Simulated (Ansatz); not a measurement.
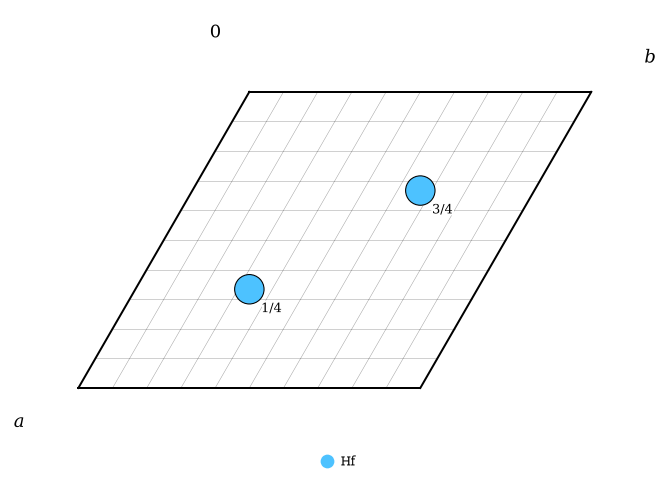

Plan of a unit cell projected along c (a down the page, b across); the numbers are heights as fractions of c, and atoms on the cell's edges are repeated. The grid marks tenths of a and b. Source: the input geometry of an electronic-structure calculation (not necessarily at equilibrium). All values are computed from the atomic coordinates in the standard setting (tolerance 0.002 Å).

a = 3.212 Å, b = 3.212 Å, c = 5.059 Å, α = 90.00°, β = 90.00°, γ = 120.00°.

Question: What does the cell contain?

Answer: 2 Hf: Hf, Z = 2.

Question: Which space group?

Answer: P6_3/mmc (No. 194), primitive hexagonal.

Question: Give the independent sites, coordinates to two places.

Answer:
```
atom  site  symmetry     x     y     z
  Hf    2d      -6m2  0.33  0.67  0.75
```
